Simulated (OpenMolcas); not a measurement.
## Single-point calculation of MgH (part 2 of 2)

Continued. System: MgH, multiplicity 2. Method: CASPT2/pcseg-0 (OpenMolcas 26.06). A bond length was changed on purpose from its optimised value. The run did not end well.

Geometry of the input (Å):
```
Mg -1.1140  0.3658  -0.5786
H  0.7427  -0.2438  0.3857
```

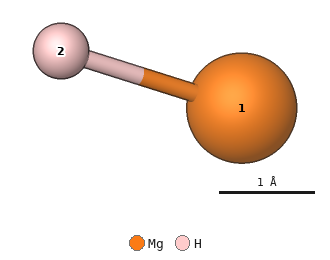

*The structure as given in the input (ball-and-stick view, seen at a tilt; atoms are numbered from 1 in the order of the input). Sticks mark near contacts.*

## The program's output, continued
```
       92   1    6    1  -199.87361835    4.38E-05* -2.42E-01*   3   5 1  2.10E-04*  0.23  -0.50    LS   YES    0:00:00
       93   1    5    1  -199.87364015   -2.18E-05* -2.10E-01*   3   5 1  1.95E-04*  0.23   2.50    LS   YES    0:00:00
       94   1    6    1  -199.87366212   -2.20E-05* -4.41E-01*   3   5 1  1.74E-04*  0.23   2.50    QN   YES    0:00:00
       95   1    6    1  -199.87361835    4.38E-05* -2.42E-01*   3   5 1  2.10E-04*  0.23  -0.50    LS   YES    0:00:00
       96   1    5    1  -199.87364015   -2.18E-05* -2.10E-01*   3   5 1  1.95E-04*  0.23   2.50    LS   YES    0:00:00
       97   1    6    1  -199.87366212   -2.20E-05* -4.41E-01*   3   5 1  1.74E-04*  0.23   2.50    QN   YES    0:00:00
       98   1    6    1  -199.87361835    4.38E-05* -2.42E-01*   3   5 1  2.10E-04*  0.23  -0.50    LS   YES    0:00:00
       99   1    5    1  -199.87364015   -2.18E-05* -2.10E-01*   3   5 1  1.95E-04*  0.23   2.50    LS   YES    0:00:00
      100   1    6    1  -199.87366212   -2.20E-05* -4.41E-01*   3   5 1  1.74E-04*  0.23   2.50    QN   YES    0:00:00
      101   1    6    1  -199.87361835    4.38E-05* -2.42E-01*   3   5 1  2.10E-04*  0.23  -0.50    LS   YES    0:00:00
      102   1    5    1  -199.87364015   -2.18E-05* -2.10E-01*   3   5 1  1.95E-04*  0.23   2.50    LS   YES    0:00:00
      103   1    6    1  -199.87366212   -2.20E-05* -4.41E-01*   3   5 1  1.74E-04*  0.23   2.50    QN   YES    0:00:00
      104   1    6    1  -199.87361835    4.38E-05* -2.42E-01*   3   5 1  2.10E-04*  0.23  -0.50    LS   YES    0:00:00
      105   1    5    1  -199.87364015   -2.18E-05* -2.10E-01*   3   5 1  1.95E-04*  0.23   2.50    LS   YES    0:00:00
      106   1    6    1  -199.87366212   -2.20E-05* -4.41E-01*   3   5 1  1.74E-04*  0.23   2.50    QN   YES    0:00:00
      107   1    6    1  -199.87361835    4.38E-05* -2.42E-01*   3   5 1  2.10E-04*  0.23  -0.50    LS   YES    0:00:00
      108   1    5    1  -199.87364015   -2.18E-05* -2.10E-01*   3   5 1  1.95E-04*  0.23   2.50    LS   YES    0:00:00
      109   1    6    1  -199.87366212   -2.20E-05* -4.41E-01*   3   5 1  1.74E-04*  0.23   2.50    QN   YES    0:00:00
      110   1    6    1  -199.87361835    4.38E-05* -2.42E-01*   3   5 1  2.10E-04*  0.23  -0.50    LS   YES    0:00:00
      111   1    5    1  -199.87364015   -2.18E-05* -2.10E-01*   3   5 1  1.95E-04*  0.23   2.50    LS   YES    0:00:00
      112   1    6    1  -199.87366212   -2.20E-05* -4.41E-01*   3   5 1  1.74E-04*  0.23   2.50    QN   YES    0:00:00
      113   1    6    1  -199.87361835    4.38E-05* -2.42E-01*   3   5 1  2.10E-04*  0.23  -0.50    LS   YES    0:00:00
      114   1    5    1  -199.87364015   -2.18E-05* -2.10E-01*   3   5 1  1.95E-04*  0.23   2.50    LS   YES    0:00:00
      115   1    6    1  -199.87366212   -2.20E-05* -4.41E-01*   3   5 1  1.74E-04*  0.23   2.50    QN   YES    0:00:00
      116   1    6    1  -199.87361835    4.38E-05* -2.42E-01*   3   5 1  2.10E-04*  0.23  -0.50    LS   YES    0:00:00
      117   1    5    1  -199.87364015   -2.18E-05* -2.10E-01*   3   5 1  1.95E-04*  0.23   2.50    LS   YES    0:00:00
      118   1    6    1  -199.87366212   -2.20E-05* -4.41E-01*   3   5 1  1.74E-04*  0.23   2.50    QN   YES    0:00:00
      119   1    6    1  -199.87361835    4.38E-05* -2.42E-01*   3   5 1  2.10E-04*  0.23  -0.50    LS   YES    0:00:00
      120   1    5    1  -199.87364015   -2.18E-05* -2.10E-01*   3   5 1  1.95E-04*  0.23   2.50    LS   YES    0:00:00
      121   1    6    1  -199.87366212   -2.20E-05* -4.41E-01*   3   5 1  1.74E-04*  0.23   2.50    QN   YES    0:00:00
      122   1    6    1  -199.87361835    4.38E-05* -2.42E-01*   3   5 1  2.10E-04*  0.23  -0.50    LS   YES    0:00:00
      123   1    5    1  -199.87364015   -2.18E-05* -2.10E-01*   3   5 1  1.95E-04*  0.23   2.50    LS   YES    0:00:00
      124   1    6    1  -199.87366212   -2.20E-05* -4.41E-01*   3   5 1  1.74E-04*  0.23   2.50    QN   YES    0:00:00
      125   1    6    1  -199.87361835    4.38E-05* -2.42E-01*   3   5 1  2.10E-04*  0.23  -0.50    LS   YES    0:00:00
      126   1    5    1  -199.87364015   -2.18E-05* -2.10E-01*   3   5 1  1.95E-04*  0.23   2.50    LS   YES    0:00:00
      127   1    6    1  -199.87366212   -2.20E-05* -4.41E-01*   3   5 1  1.74E-04*  0.23   2.50    QN   YES    0:00:00
      128   1    6    1  -199.87361835    4.38E-05* -2.42E-01*   3   5 1  2.10E-04*  0.23  -0.50    LS   YES    0:00:00
      129   1    5    1  -199.87364015   -2.18E-05* -2.10E-01*   3   5 1  1.95E-04*  0.23   2.50    LS   YES    0:00:00
      130   1    6    1  -199.87366212   -2.20E-05* -4.41E-01*   3   5 1  1.74E-04*  0.23   2.50    QN   YES    0:00:00
      131   1    6    1  -199.87361835    4.38E-05* -2.42E-01*   3   5 1  2.10E-04*  0.23  -0.50    LS   YES    0:00:00
      132   1    5    1  -199.87364015   -2.18E-05* -2.10E-01*   3   5 1  1.95E-04*  0.23   2.50    LS   YES    0:00:00
      133   1    6    1  -199.87366212   -2.20E-05* -4.41E-01*   3   5 1  1.74E-04*  0.23   2.50    QN   YES    0:00:00
      134   1    6    1  -199.87361835    4.38E-05* -2.42E-01*   3   5 1  2.10E-04*  0.23  -0.50    LS   YES    0:00:00
      135   1    5    1  -199.87364015   -2.18E-05* -2.10E-01*   3   5 1  1.95E-04*  0.23   2.50    LS   YES    0:00:00
      136   1    6    1  -199.87366212   -2.20E-05* -4.41E-01*   3   5 1  1.74E-04*  0.23   2.50    QN   YES    0:00:00
      137   1    6    1  -199.87361835    4.38E-05* -2.42E-01*   3   5 1  2.10E-04*  0.23  -0.50    LS   YES    0:00:00
      138   1    5    1  -199.87364015   -2.18E-05* -2.10E-01*   3   5 1  1.95E-04*  0.23   2.50    LS   YES    0:00:00
      139   1    6    1  -199.87366212   -2.20E-05* -4.41E-01*   3   5 1  1.74E-04*  0.23   2.50    QN   YES    0:00:00
      140   1    6    1  -199.87361835    4.38E-05* -2.42E-01*   3   5 1  2.10E-04*  0.23  -0.50    LS   YES    0:00:00
      141   1    5    1  -199.87364015   -2.18E-05* -2.10E-01*   3   5 1  1.95E-04*  0.23   2.50    LS   YES    0:00:00
      142   1    6    1  -199.87366212   -2.20E-05* -4.41E-01*   3   5 1  1.74E-04*  0.23   2.50    QN   YES    0:00:00
      143   1    6    1  -199.87361835    4.38E-05* -2.42E-01*   3   5 1  2.10E-04*  0.23  -0.50    LS   YES    0:00:00
      144   1    5    1  -199.87364015   -2.18E-05* -2.10E-01*   3   5 1  1.95E-04*  0.23   2.50    LS   YES    0:00:00
      145   1    6    1  -199.87366212   -2.20E-05* -4.41E-01*   3   5 1  1.74E-04*  0.23   2.50    QN   YES    0:00:00
      146   1    6    1  -199.87361835    4.38E-05* -2.42E-01*   3   5 1  2.10E-04*  0.23  -0.50    LS   YES    0:00:00
      147   1    5    1  -199.87364015   -2.18E-05* -2.10E-01*   3   5 1  1.95E-04*  0.23   2.50    LS   YES    0:00:00
      148   1    6    1  -199.87366212   -2.20E-05* -4.41E-01*   3   5 1  1.74E-04*  0.23   2.50    QN   YES    0:00:00
      149   1    6    1  -199.87361835    4.38E-05* -2.42E-01*   3   5 1  2.10E-04*  0.23  -0.50    LS   YES    0:00:00
      150   1    5    1  -199.87364015   -2.18E-05* -2.10E-01*   3   5 1  1.95E-04*  0.23   2.50    LS   YES    0:00:00
      151   1    6    1  -199.87366212   -2.20E-05* -4.41E-01*   3   5 1  1.74E-04*  0.23   2.50    QN   YES    0:00:00
      152   1    6    1  -199.87361835    4.38E-05* -2.42E-01*   3   5 1  2.10E-04*  0.23  -0.50    LS   YES    0:00:00
      153   1    5    1  -199.87364015   -2.18E-05* -2.10E-01*   3   5 1  1.95E-04*  0.23   2.50    LS   YES    0:00:00
      154   1    6    1  -199.87366212   -2.20E-05* -4.41E-01*   3   5 1  1.74E-04*  0.23   2.50    QN   YES    0:00:00
      155   1    6    1  -199.87361835    4.38E-05* -2.42E-01*   3   5 1  2.10E-04*  0.23  -0.50    LS   YES    0:00:00
      156   1    5    1  -199.87364015   -2.18E-05* -2.10E-01*   3   5 1  1.95E-04*  0.23   2.50    LS   YES    0:00:00
      157   1    6    1  -199.87366212   -2.20E-05* -4.41E-01*   3   5 1  1.74E-04*  0.23   2.50    QN   YES    0:00:00
      158   1    6    1  -199.87361835    4.38E-05* -2.42E-01*   3   5 1  2.10E-04*  0.23  -0.50    LS   YES    0:00:00
      159   1    5    1  -199.87364015   -2.18E-05* -2.10E-01*   3   5 1  1.95E-04*  0.23   2.50    LS   YES    0:00:00
      160   1    6    1  -199.87366212   -2.20E-05* -4.41E-01*   3   5 1  1.74E-04*  0.23   2.50    QN   YES    0:00:00
      161   1    6    1  -199.87361835    4.38E-05* -2.42E-01*   3   5 1  2.10E-04*  0.23  -0.50    LS   YES    0:00:00
      162   1    5    1  -199.87364015   -2.18E-05* -2.10E-01*   3   5 1  1.95E-04*  0.23   2.50    LS   YES    0:00:00
      163   1    6    1  -199.87366212   -2.20E-05* -4.41E-01*   3   5 1  1.74E-04*  0.23   2.50    QN   YES    0:00:00
      164   1    6    1  -199.87361835    4.38E-05* -2.42E-01*   3   5 1  2.10E-04*  0.23  -0.50    LS   YES    0:00:00
      165   1    5    1  -199.87364015   -2.18E-05* -2.10E-01*   3   5 1  1.95E-04*  0.23   2.50    LS   YES    0:00:00
      166   1    6    1  -199.87366212   -2.20E-05* -4.41E-01*   3   5 1  1.74E-04*  0.23   2.50    QN   YES    0:00:00
      167   1    6    1  -199.87361835    4.38E-05* -2.42E-01*   3   5 1  2.10E-04*  0.23  -0.50    LS   YES    0:00:00
      168   1    5    1  -199.87364015   -2.18E-05* -2.10E-01*   3   5 1  1.95E-04*  0.23   2.50    LS   YES    0:00:00
      169   1    6    1  -199.87366212   -2.20E-05* -4.41E-01*   3   5 1  1.74E-04*  0.23   2.50    QN   YES    0:00:00
      170   1    6    1  -199.87361835    4.38E-05* -2.42E-01*   3   5 1  2.10E-04*  0.23  -0.50    LS   YES    0:00:00
      171   1    5    1  -199.87364015   -2.18E-05* -2.10E-01*   3   5 1  1.95E-04*  0.23   2.50    LS   YES    0:00:00
      172   1    6    1  -199.87366212   -2.20E-05* -4.41E-01*   3   5 1  1.74E-04*  0.23   2.50    QN   YES    0:00:00
      173   1    6    1  -199.87361835    4.38E-05* -2.42E-01*   3   5 1  2.10E-04*  0.23  -0.50    LS   YES    0:00:00
      174   1    5    1  -199.87364015   -2.18E-05* -2.10E-01*   3   5 1  1.95E-04*  0.23   2.50    LS   YES    0:00:00
      175   1    6    1  -199.87366212   -2.20E-05* -4.41E-01*   3   5 1  1.74E-04*  0.23   2.50    QN   YES    0:00:00
      176   1    6    1  -199.87361835    4.38E-05* -2.42E-01*   3   5 1  2.10E-04*  0.23  -0.50    LS   YES    0:00:00
      177   1    5    1  -199.87364015   -2.18E-05* -2.10E-01*   3   5 1  1.95E-04*  0.23   2.50    LS   YES    0:00:00
      178   1    6    1  -199.87366212   -2.20E-05* -4.41E-01*   3   5 1  1.74E-04*  0.23   2.50    QN   YES    0:00:00
      179   1    6    1  -199.87361835    4.38E-05* -2.42E-01*   3   5 1  2.10E-04*  0.23  -0.50    LS   YES    0:00:00
      180   1    5    1  -199.87364015   -2.18E-05* -2.10E-01*   3   5 1  1.95E-04*  0.23   2.50    LS   YES    0:00:00
      181   1    6    1  -199.87366212   -2.20E-05* -4.41E-01*   3   5 1  1.74E-04*  0.23   2.50    QN   YES    0:00:00
      182   1    6    1  -199.87361835    4.38E-05* -2.42E-01*   3   5 1  2.10E-04*  0.23  -0.50    LS   YES    0:00:00
      183   1    5    1  -199.87364015   -2.18E-05* -2.10E-01*   3   5 1  1.95E-04*  0.23   2.50    LS   YES    0:00:00
      184   1    6    1  -199.87366212   -2.20E-05* -4.41E-01*   3   5 1  1.74E-04*  0.23   2.50    QN   YES    0:00:00
      185   1    6    1  -199.87361835    4.38E-05* -2.42E-01*   3   5 1  2.10E-04*  0.23  -0.50    LS   YES    0:00:00
      186   1    5    1  -199.87364015   -2.18E-05* -2.10E-01*   3   5 1  1.95E-04*  0.23   2.50    LS   YES    0:00:00
      187   1    6    1  -199.87366212   -2.20E-05* -4.41E-01*   3   5 1  1.74E-04*  0.23   2.50    QN   YES    0:00:00
      188   1    6    1  -199.87361835    4.38E-05* -2.42E-01*   3   5 1  2.10E-04*  0.23  -0.50    LS   YES    0:00:00
      189   1    5    1  -199.87364015   -2.18E-05* -2.10E-01*   3   5 1  1.95E-04*  0.23   2.50    LS   YES    0:00:00
      190   1    6    1  -199.87366212   -2.20E-05* -4.41E-01*   3   5 1  1.74E-04*  0.23   2.50    QN   YES    0:00:00
      191   1    6    1  -199.87361835    4.38E-05* -2.42E-01*   3   5 1  2.10E-04*  0.23  -0.50    LS   YES    0:00:00
      192   1    5    1  -199.87364015   -2.18E-05* -2.10E-01*   3   5 1  1.95E-04*  0.23   2.50    LS   YES    0:00:00
      193   1    6    1  -199.87366212   -2.20E-05* -4.41E-01*   3   5 1  1.74E-04*  0.23   2.50    QN   YES    0:00:00
      194   1    6    1  -199.87361835    4.38E-05* -2.42E-01*   3   5 1  2.10E-04*  0.23  -0.50    LS   YES    0:00:00
      195   1    5    1  -199.87364015   -2.18E-05* -2.10E-01*   3   5 1  1.95E-04*  0.23   2.50    LS   YES    0:00:00
      196   1    6    1  -199.87366212   -2.20E-05* -4.41E-01*   3   5 1  1.74E-04*  0.23   2.50    QN   YES    0:00:00
      197   1    6    1  -199.87361835    4.38E-05* -2.42E-01*   3   5 1  2.10E-04*  0.23  -0.50    LS   YES    0:00:00
      198   1    5    1  -199.87364015   -2.18E-05* -2.10E-01*   3   5 1  1.95E-04*  0.23   2.50    LS   YES    0:00:00
      199   1    6    1  -199.87366212   -2.20E-05* -4.41E-01*   3   5 1  1.74E-04*  0.23   2.50    QN   YES    0:00:00
      200   1    6    1  -199.87361835    4.38E-05* -2.42E-01*   3   5 1  2.10E-04*  0.23  -0.50    LS   YES    0:00:00
      No convergence after200 iterations
      201   1    6    1  -199.87364015   -2.18E-05* -2.42E-01*   3   5 1  1.95E-04*  0.23  -0.50    LS   YES    0:00:00

      ************************************************************************************************************************
                                                      Wave function printout:
                       occupation of active orbitals, and spin coupling of open shells (u,d: Spin up or down)
      ************************************************************************************************************************

      Note: transformation to natural orbitals
      has been made, which may change the order of the CSFs.

      printout of CI-coefficients larger than  0.05 for root  1
      energy=    -199.873640
      conf/sym  11111     Coeff  Weight
            30  20u20  -0.08633 0.00745
            38  02u20   0.97754 0.95558
            42  uud20  -0.15406 0.02373
            46  u0220   0.05822 0.00339
            74  0u022   0.06899 0.00476
            75  00u22   0.05546 0.00308

      Natural orbitals and occupation numbers for root  1
      sym 1:   0.045365   1.941474   0.996810   1.999934   0.016417

      ************************************************************************************************************************
      *                                                    Final results                                                     *
      ************************************************************************************************************************

++    Final optimization conditions:
      ------------------------------

      Average CI energy                            -199.87364015
      RASSCF energy for state  1                   -199.87364015
      Super-CI energy                                -0.00000290
      RASSCF energy change                           -0.00002180
      Max change in MO coefficients               2.408E-01
      Max non-diagonal density matrix element    -2.422E-01
      Maximum BLB matrix element                  1.955E-04
      (orbital pair   3,   5 in symmetry   1)
      Norm of electronic gradient            2.440E-04
--

      Final state energy(ies):
      ------------------------

::    RASSCF root number  1 Total energy:   -199.87364015
      Von Neumann Entropy (Root   1) =  0.72312

      Mulliken population analysis for root number:  1
      -----------------------------------------------

++    Molecular charges:
      ------------------

      Mulliken charges per centre
      ---------------------------

                MG1     H2
      Total   11.6857  1.3143

      N-E      0.3143 -0.3143

      Total electronic charge=   13.000000

      Total            charge=   -0.000000
--

      Expectation values of various properties for root number:  1
      -----------------------------------------------------------

++    Molecular properties:
      ---------------------

      Charge (e):
                      =   -0.0000
      Dipole Moment (debye):
      Origin of the operator (angstrom)=   -1.0392    0.3412   -0.5397
                   X= -2.3542E+00               Y=  7.7270E-01               Z= -1.2220E+00           Total=  2.7627E+00
      Quadrupole Moment (debye*angstrom):
      Origin of the operator (angstrom)=   -1.0392    0.3412   -0.5397
                  XX= -1.7451E+01              XY=  1.6742E+00              XZ= -2.6374E+00              YY= -1.2859E+01
                  YZ=  8.9330E-01              ZZ= -1.3731E+01
      In traceless form (debye*angstrom)
                  XX= -4.1558E+00              XY=  2.5114E+00              XZ= -3.9561E+00              YY=  2.7317E+00
                  YZ=  1.3399E+00              ZZ=  1.4240E+00
--

      Mulliken spin population analysis for root number:  1
      ---------------------------------------------------

++    Molecular charges:
      ------------------

      Mulliken spin population per centre
      ---------------------------

                MG1     H2
      Total    0.5886  0.4114

      Total electronic spin=    1.000000
--

      Average orbitals are written to the RASORB file
      Natural orbitals for root   1 are written to the RASORB.1 file
      Spin density orbitals for root   1 are written to the SPDORB.1 file

--- Stop Module: rasscf /rc=_RC_NOT_CONVERGED_ ---
--- Module rasscf spent 4 seconds ---

.#######################.
.# Convergence problem #.
.#######################.

    Timing: Wall=5.65 User=4.47 System=1.15
```

## Outcome

```tsv
quantity	value
outcome	not converged
basis functions	12
wall time	6 s
peak memory	0.37 GiB
```

## Diagnosis

The run did not converge. Its last values are not results.
